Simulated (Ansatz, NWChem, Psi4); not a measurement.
How basis sets differ on LiI (Lithium Iodide)

LiI: 2 atoms, total charge 0, spin state singlet. As SMILES, `[Li][I]`. The bond length is the measured one.

```
atom   x (Å)   y (Å)   z (Å)
  Li  0.0000  0.0000  0.0000
   I  0.0000  0.0000  2.3919
```

Quantity: the electronic atomisation energy, in eV. The values are calculated. Electronic energies at fixed atoms, without zero-point motion or spin-orbit coupling.

| level | kind | program | value (eV) |
| --- | --- | --- | --- |
| MP2/STO-3G | perturbation theory | Ansatz | 3.81 |
| MP2/def2-SVP (core potential) | perturbation theory | NWChem | 3.50 |
| MP2/def2-SVPD (core potential) | perturbation theory | NWChem | 3.66 |
| MP2/def2-TZVP (core potential) | perturbation theory | NWChem | 3.70 |
| MP2/def2-TZVPD (core potential) | perturbation theory | NWChem | 3.72 |
| MP2/def2-TZVPPD (core potential) | perturbation theory | Psi4 | 5.66 |
| MP2/def2-QZVPD (core potential) | perturbation theory | NWChem | 3.94 |

All-electron rows without a relativistic Hamiltonian named are non-relativistic, while core potentials hold scalar relativity, so basis and relativity change together. The values span 3.50 to 5.66 eV. Minimal STO sets describe s-block atoms so badly that they can place the ion below the atom. In the correlated wave-function rows the outer d shell of I is correlated, in sets not made for it.

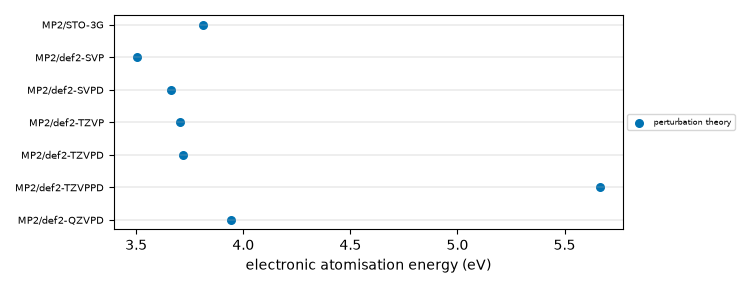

The values of the table, level by level.
